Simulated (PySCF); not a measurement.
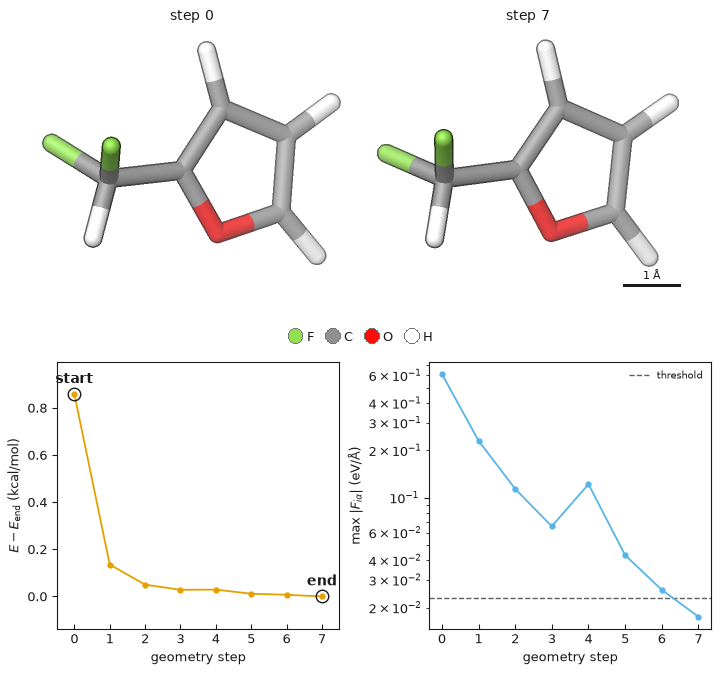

First and last geometry of a relaxation of C5H4F2O, with the history of the run. Style: stick. Shown at a tilt.

The start comes from GFN2-xTB.

The calculation used PBE0-D3(BJ)/def2-SVP geometry optimisation, gas phase (PySCF). 

Q: Did the run converge, and what did it change?

A: It converged. Over 7 geometry steps the energy falls by 0.86 kcal/mol. The largest force component goes from 0.61 to 0.017 eV/Å. The atom that moves furthest after the best rigid fit is an F atom (0.20 Å). By element the largest moves are F 0.20 Å, H 0.15 Å, C 0.06 Å, O 0.06 Å. Among the contacts that change: C–H 1.072 → 1.087 Å, C–C 1.414 → 1.427 Å, C–F 1.359 → 1.351 Å, C–O 1.340 → 1.346 Å.

| step | E − E(0), kcal/mol | largest force component, eV/Å |
| --- | --- | --- |
| 0 | 0.00 | 0.6133 |
| 1 | -0.72 | 0.2306 |
| 2 | -0.81 | 0.1137 |
| 3 | -0.83 | 0.0658 |
| 4 | -0.83 | 0.1219 |
| 5 | -0.85 | 0.0430 |
| 6 | -0.85 | 0.0259 |
| 7 | -0.86 | 0.0175 |
